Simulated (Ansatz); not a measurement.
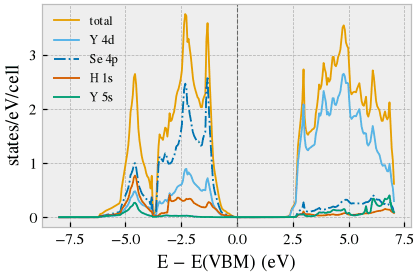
Fig. 1. Total and projected density of states of YHSe in space group P-6m2 (No. 187; Y on 1a, H on 1c, Se on 1f), the program Ansatz at the r²SCAN level (PAW)

**Question.** Which orbitals carry the states next to the gap?

**Answer.** Top 1 eV of the valence band: Se 4p 53 %, H 1s 25 %, Y 4d 20 %. Bottom 1 eV of the conduction band: Y 4d 79 %, Se 4p 8 %. Projections are on Löwdin-orthogonalised atomic valence shells; empty p or d shells of many metals are not among them.

**Question.** Where is the tallest occupied peak in this window, and what makes it?

**Answer.** Near -2.3 eV, about 3.7 states/eV per cell; the largest projected share is Se 4p.

The workflow started from a Materials Project entry (that database holds measured and hypothetical structures alike); the Crystallography Open Database copy checked does not list it. Whether it is the stable phase at ambient conditions was not checked. The cell was relaxed with r²SCAN under the symmetry of its start; its stability against distortions is not shown here. The run is not spin-polarised. Scalar-relativistic: spin–orbit coupling is off unless named, which matters more the heavier the elements.

Potentials: the later of the program's two PAW sets.
